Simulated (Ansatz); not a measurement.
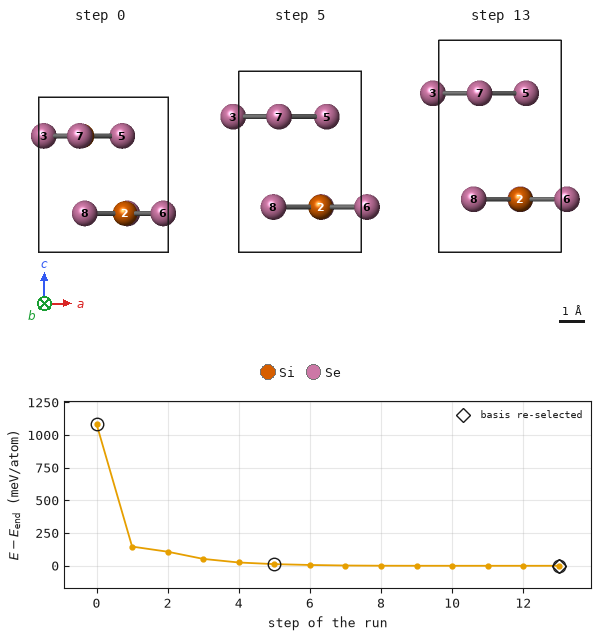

Frames of a relaxation of a crystal of SiSe$_{3}$ (a generated structure, set up in P6_3/m), marked on the history of the run. Style: ball-and-stick. Shown: the cell of the calculation, reduced to other axes, along the b axis. Lengths and directions refer to the drawn axes.

The calculation used Ansatz 0.2.0, DFT, PAW plane waves, PBE.

Input
```yaml
crystal:
  lattice:
    - [3.087372, 5.347483, 0.0]
    - [-3.087372, 5.347483, 0.0]
    - [0.0, 0.0, 6.408528]
  atoms:
    - { symbol: Si, position: [0.6667, 0.6666, 0.25] }
    - { symbol: Si, position: [0.3334, 0.3333, 0.75] }
    - { symbol: Se, position: [0.35498, 0.96175, 0.25] }
    - { symbol: Se, position: [0.03825, 0.31673, 0.75] }
    - { symbol: Se, position: [0.68327, 0.35498, 0.25] }
    - { symbol: Se, position: [0.64502, 0.03825, 0.75] }
    - { symbol: Se, position: [0.96175, 0.68327, 0.25] }
    - { symbol: Se, position: [0.31673, 0.64502, 0.75] }
  symmetry: { tolerance: 0.0003 }
kpoints:
  mp_grid: { grid: [4, 4, 3], shift: [0, 0, 0] }
magnetization:
  spin_polarized: false
scf:
  occupations: { method: tetrahedron_uncorrected }
hamiltonian:
  pseudopotentials: { kind: paw }
  xc: pbe
basis:
  ecutwfc: "800 eV"
output:
  forces: true
  stress: true
  eigenvalues: true
relax:
  max_steps: 40
  cell: {}
```

Launched with:
```bash
ansatz run input.yaml --threads 1 --pin off --max-ram 2560MiB --backend cpu --events-out ev --progress --plain --runs-dir out
```

Q: Describe the path.

A: The largest moves relative to the cell, 0.46 Å, are those of Se3, Se4, Se5, Se6, Se7 and Se8. Se7 goes along [1 −3 0]. Si stays in place. The drawn cell changes as follows: a = b 6.175 → 5.834 Å (−5.5 %), c 6.409 → 8.754 Å (+36.6 %); the volume changes by +22.0 %. Near-neighbour distances that change, for instance: Se3–Se5 3.864 → 3.155 Å, Se3–Se5 (another image) 3.248 → 3.854 Å, Se3–Se5 (another image) 3.609 → 3.153 Å, Si1–Se3 1.875 → 2.225 Å. The space group stays P6_3/m (No. 176). The energy falls by 1085 meV per atom in 12 accepted moves (13 points after the start). Largest force component: 10 eV/Å at the start, 0.00061 eV/Å at the end. Pressure: 29.62 GPa at the start and 0.01 GPa at the end. The SCF was repeated once at an unchanged geometry on a basis and grid sized afresh for the cell, which shifted the energy by 0.1 meV per atom at most. From step 0 to 5: Se atoms move most (0.46 Å), volume +4.7 %, energy −1073 meV per atom. From step 5 to 13: Se atoms move most (0.03 Å), volume +16.5 %, energy −12.6 meV per atom.
